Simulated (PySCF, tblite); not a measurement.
**Si3H8O3: a rotation path, then NMR shifts on frames**

Aim: move Si3H8O3 (`O[SiH2]O[SiH2]O[SiH3]`) away from its starting geometry and see how NMR shifts follow the geometry.

Computed with tblite 0.8.0 and PySCF 2.14.0, with density-fitted response routines of our own, on a single molecule in the gas phase. Atoms are numbered from 0 throughout.

### Step 1. The molecule as given

14 atoms, charge 0, multiplicity 1; geometry from: GFN2-xTB.

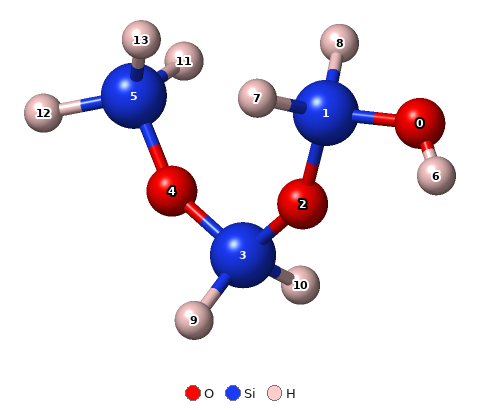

As it starts; oxygen red, silicon blue, hydrogen pink, atoms numbered; sticks join atoms by distance.

### Step 2. A band between two rotamers with GFN2-xTB

The job: settings as JSON, then the geometry in Å.

```
{"job": {"kind": "neb", "xc": "GFN2-xTB", "basis": "xTB", "atoms": [0, 1, 2, 3], "turn": 120}, "charge": 0, "multiplicity": 1}
O     -3.304612     0.851419    -0.145547
Si    -1.702131     1.036865    -0.284600
O     -1.018424    -0.437509    -0.286436
Si     0.319623    -1.328486    -0.142013
O      1.613895    -0.393285     0.107805
Si     2.317023     1.007536     0.513477
H     -3.769654     0.155169    -0.602271
H     -1.346777     1.659934    -1.557850
H     -1.342827     1.786777     0.906762
H      0.535968    -1.988340    -1.420744
H      0.141312    -2.168801     1.032585
H      2.282796     1.117811     1.971754
H      3.677073     0.865118    -0.000762
H      1.596057     2.115346    -0.114327
```

Level: GFN2-xTB climbing-image nudged elastic band, gas phase.

Started as:

```sh
$ OMP_NUM_THREADS=1 python probes_run.py task.json out
```

This one command runs all jobs of the session in turn.

Log:

```text
image   E - E0 / eV
  0       0.0000
  1       0.0053
  2       0.0143
  3       0.0218
  4       0.0239
  5       0.0203
  6       0.0120
  7       0.0015
  8      -0.0117
```

Wall time 5.8 s (1 thread of Intel Xeon Platinum 8488C, shared host); peak memory 0.19 GiB.

The final band, with the dihedral O0–Si1–O2–Si3:

| image | dihedral (°) | energy (eV) | energy (kcal/mol) |
| --- | --- | --- | --- |
| 0 | -165 | 0.000 | 0.0 |
| 1 | -151 | 0.005 | 0.1 |
| 2 | -136 | 0.014 | 0.3 |
| 3 | -118 | 0.022 | 0.5 |
| 4 | -101 | 0.024 | 0.6 |
| 5 | -84 | 0.020 | 0.5 |
| 6 | -70 | 0.012 | 0.3 |
| 7 | -56 | 0.002 | 0.0 |
| 8 | -47 | -0.012 | -0.3 |

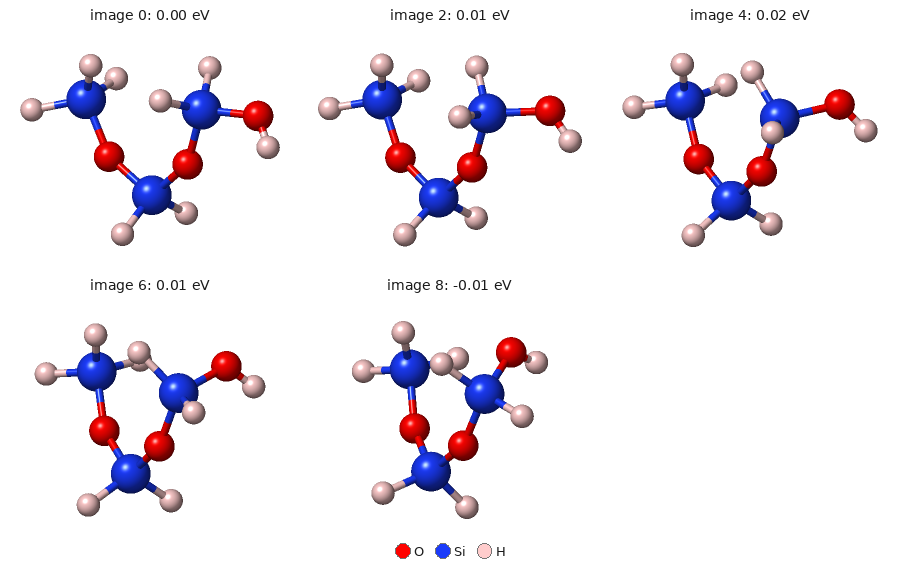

Images along the band.

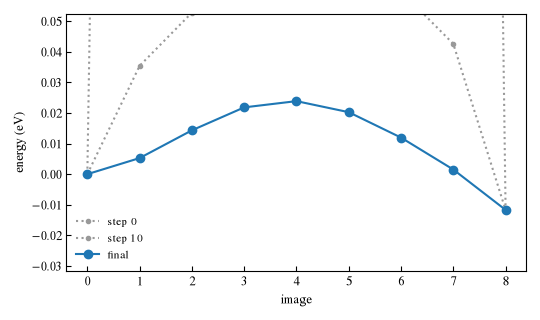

Energy along the band, early and final.

### Step 3. NMR shieldings: image 0, PBE0/pcSseg-1

The job: settings as JSON, then the geometry in Å.

```
{"job": {"kind": "nmr", "xc": "PBE0", "basis": "pcSseg-1", "pop": false}, "charge": 0, "multiplicity": 1}
O     -3.304600     0.851400    -0.145500
Si    -1.702100     1.036900    -0.284600
O     -1.018400    -0.437500    -0.286400
Si     0.319600    -1.328500    -0.142000
O      1.613900    -0.393300     0.107800
Si     2.317000     1.007500     0.513500
H     -3.769700     0.155200    -0.602300
H     -1.346800     1.659900    -1.557800
H     -1.342800     1.786800     0.906800
H      0.536000    -1.988300    -1.420700
H      0.141300    -2.168800     1.032600
H      2.282800     1.117800     1.971800
H      3.677100     0.865100    -0.000800
H      1.596100     2.115300    -0.114300
```

Level: GIAO PBE0/pcSseg-1 NMR shielding, non-relativistic, gas phase.

Log:

```text
coarse grid: 13096 points
cycle   1  E = -1098.1785436549  dE =  7.375e-01  |g| = 1.204e+00  |ddm| = 3.457e+00
cycle   2  E = -1097.8219857270  dE =  3.566e-01  |g| = 1.829e+00  |ddm| = 2.219e+00
cycle   3  E = -1098.4228774898  dE = -6.009e-01  |g| = 8.626e-02  |ddm| = 1.549e+00
cycle   4  E = -1098.4238870837  dE = -1.010e-03  |g| = 5.355e-02  |ddm| = 1.075e-01
cycle   5  E = -1098.4243529146  dE = -4.658e-04  |g| = 1.304e-02  |ddm| = 4.242e-02
cycle   6  E = -1098.4243814005  dE = -2.849e-05  |g| = 1.503e-03  |ddm| = 9.892e-03
cycle   7  E = -1098.4243816403  dE = -2.398e-07  |g| = 1.080e-03  |ddm| = 1.955e-03
final grid: 112384 points
cycle   8  E = -1098.4880387200  dE = -9.207e-06  |g| = 1.017e-02  |ddm| = 1.475e-02
cycle   9  E = -1098.4880173580  dE =  2.136e-05  |g| = 1.509e-02  |ddm| = 1.559e-02
cycle  10  E = -1098.4880552155  dE = -3.786e-05  |g| = 4.350e-04  |ddm| = 9.686e-03
cycle  11  E = -1098.4880552402  dE = -2.468e-08  |g| = 2.254e-04  |ddm| = 4.520e-04
cycle  12  E = -1098.4880552487  dE = -8.490e-09  |g| = 3.385e-05  |ddm| = 1.583e-04
cycle  13  E = -1098.4880552489  dE = -1.733e-10  |g| = 9.434e-06  |ddm| = 3.316e-05
converged SCF energy = -1098.4880552489

GIAO shielding tensors (ppm)
atom      isotropic    diamagn.    paramagn.     s11        s22        s33       span
  0 O      288.192     385.752     -97.560    240.977    293.257    330.341     89.364
  1 Si     389.822     879.827    -490.005    373.804    389.290    406.373     32.569
  2 O      242.821     402.655    -159.833    164.813    236.461    327.189    162.376
  3 Si     396.065     880.978    -484.913    390.319    395.075    402.800     12.481
  4 O      293.333     401.107    -107.774    236.711    274.017    369.270    132.559
  5 Si     393.111     880.059    -486.948    357.273    362.634    459.426    102.154
  6 H       29.700      30.963      -1.263     21.873     25.206     42.021     20.148
  7 H       26.486      30.758      -4.272     22.682     25.223     31.553      8.872
  8 H       26.749      31.365      -4.616     22.728     25.927     31.591      8.862
  9 H       26.784      30.075      -3.291     23.081     24.756     32.515      9.434
 10 H       26.726      30.267      -3.542     23.052     24.741     32.384      9.333
 11 H       26.532      29.771      -3.239     23.410     24.761     31.425      8.015
 12 H       26.546      28.577      -2.031     23.054     24.829     31.756      8.701
 13 H       26.611      31.064      -4.453     23.003     26.147     30.684      7.681
```

Wall time 21 s (1 thread of Intel Xeon Platinum 8488C, shared host); peak memory 0.86 GiB.

Shifts follow as δ = σ(reference) − σ, with reference shieldings (ppm) from runs at the same level and on the same kind of geometry: 1H TMS 31.72, 29Si TMS 349.2, 17O H2O 336.1. The references are single molecules in the gas phase, so shifts against H2O, NH3, PH3, H3PO4 or CFCl3 are not on the usual liquid scales and can be off by tens of ppm. Each atom is listed at this fixed geometry, with no averaging over motion; a spectrum would average atoms that exchange fast.

| atoms | environment | σ (ppm) | δ (ppm) |
| --- | --- | --- | --- |
| H7 | hydrogen on a silicon bonded to 2 O | 26.49 | 5.23 |
| H11 | hydrogen on a silicon bonded to O | 26.53 | 5.18 |
| H12 | hydrogen on a silicon bonded to O | 26.55 | 5.17 |
| H13 | hydrogen on a silicon bonded to O | 26.61 | 5.11 |
| H10 | hydrogen on a silicon bonded to 2 O | 26.73 | 4.99 |
| H8 | hydrogen on a silicon bonded to 2 O | 26.75 | 4.97 |
| H9 | hydrogen on a silicon bonded to 2 O | 26.78 | 4.93 |
| H6 | hydrogen on an oxygen bonded to Si | 29.70 | 2.02 |
| O2 | oxygen bonded to 2 Si | 242.8 | 93.3 |
| O0 | oxygen bonded to Si, H | 288.2 | 47.9 |
| O4 | oxygen bonded to 2 Si | 293.3 | 42.7 |
| Si1 | silicon bonded to 2 O, 2 H | 389.8 | -40.7 |
| Si5 | silicon bonded to O, 3 H | 393.1 | -44.0 |
| Si3 | silicon bonded to 2 O, 2 H | 396.1 | -46.9 |

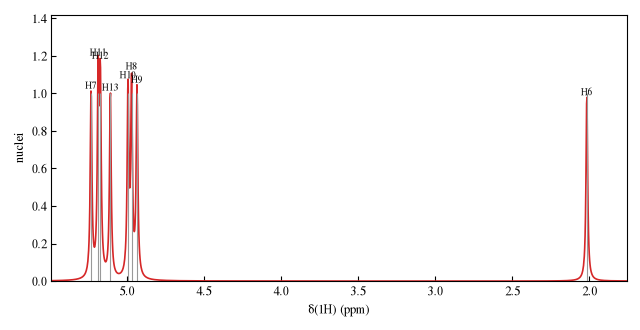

1H lines at the computed shifts, without couplings. Lines are broadened to a width of 0.01 ppm (Lorentzian).

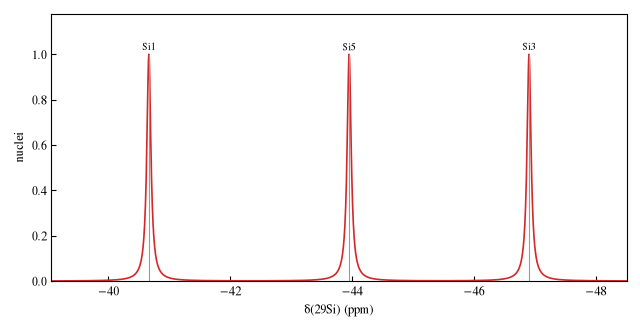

29Si lines at the computed shifts, without couplings. Lines are broadened to a width of 0.08 ppm (Lorentzian).

### Step 4. Nuclear shieldings: image 2, PBE0/pcSseg-1

The job: settings as JSON, then the geometry in Å.

```
{"job": {"kind": "nmr", "xc": "PBE0", "basis": "pcSseg-1", "pop": false}, "charge": 0, "multiplicity": 1}
O     -3.135900     0.914500     0.211700
Si    -1.691600     1.045600    -0.508000
O     -0.972800    -0.411900    -0.508500
Si     0.344900    -1.313500    -0.279000
O      1.603500    -0.388100     0.133500
Si     2.259600     0.987500     0.679800
H     -3.692400     0.149500     0.090400
H     -1.795800     1.387400    -1.924600
H     -1.015000     2.011100     0.340100
H      0.691800    -1.920700    -1.554900
H      0.050000    -2.202400     0.836500
H      2.033400     1.056700     2.123900
H      3.671600     0.835300     0.338700
H      1.648000     2.128600    -0.001900
```

Level: GIAO PBE0/pcSseg-1 NMR shielding, non-relativistic, gas phase.

Log:

```text
coarse grid: 13096 points
cycle   1  E = -1098.1780048394  dE =  7.392e-01  |g| = 1.203e+00  |ddm| = 3.459e+00
cycle   2  E = -1097.8217831945  dE =  3.562e-01  |g| = 1.828e+00  |ddm| = 2.212e+00
cycle   3  E = -1098.4220997757  dE = -6.003e-01  |g| = 8.734e-02  |ddm| = 1.542e+00
cycle   4  E = -1098.4231326610  dE = -1.033e-03  |g| = 5.430e-02  |ddm| = 1.086e-01
cycle   5  E = -1098.4236114985  dE = -4.788e-04  |g| = 1.310e-02  |ddm| = 4.260e-02
cycle   6  E = -1098.4236402746  dE = -2.878e-05  |g| = 1.489e-03  |ddm| = 9.989e-03
cycle   7  E = -1098.4236405098  dE = -2.351e-07  |g| = 1.074e-03  |ddm| = 1.918e-03
final grid: 112384 points
cycle   8  E = -1098.4873768821  dE = -1.029e-05  |g| = 1.024e-02  |ddm| = 1.438e-02
cycle   9  E = -1098.4873553187  dE =  2.156e-05  |g| = 1.518e-02  |ddm| = 1.559e-02
cycle  10  E = -1098.4873936148  dE = -3.830e-05  |g| = 4.373e-04  |ddm| = 9.753e-03
cycle  11  E = -1098.4873936399  dE = -2.512e-08  |g| = 2.272e-04  |ddm| = 4.540e-04
cycle  12  E = -1098.4873936485  dE = -8.586e-09  |g| = 3.556e-05  |ddm| = 1.561e-04
cycle  13  E = -1098.4873936487  dE = -1.844e-10  |g| = 8.731e-06  |ddm| = 3.462e-05
converged SCF energy = -1098.4873936487

GIAO shielding tensors (ppm)
atom      isotropic    diamagn.    paramagn.     s11        s22        s33       span
  0 O      285.721     386.750    -101.029    239.227    290.417    327.521     88.294
  1 Si     389.106     880.024    -490.918    375.095    388.053    404.168     29.073
  2 O      240.410     402.647    -162.237    179.048    235.071    307.113    128.065
  3 Si     396.602     880.991    -484.390    390.314    396.748    402.743     12.429
  4 O      292.854     401.029    -108.176    235.691    274.789    368.082    132.391
  5 Si     391.855     880.035    -488.180    357.517    360.421    457.625    100.108
  6 H       29.649      31.139      -1.490     21.889     25.087     41.971     20.082
  7 H       26.532      29.737      -3.204     22.749     24.792     32.056      9.308
  8 H       26.646      31.944      -5.298     22.460     26.015     31.463      9.003
  9 H       26.778      29.860      -3.082     23.123     24.689     32.523      9.400
 10 H       26.706      30.513      -3.807     23.059     24.742     32.318      9.259
 11 H       26.504      29.941      -3.437     23.432     24.728     31.352      7.920
 12 H       26.549      28.551      -2.002     23.014     24.850     31.782      8.767
 13 H       26.514      30.996      -4.482     22.891     26.116     30.534      7.643
```

It took 21 s on 1 thread of Intel Xeon Platinum 8488C, shared host; peak memory 0.87 GiB.

In short: δ O2 95.7, O0 50.4, O4 43.2, Si1 -39.9, H11 5.21, H13 5.20 ppm.

[end of part 1 of 2]
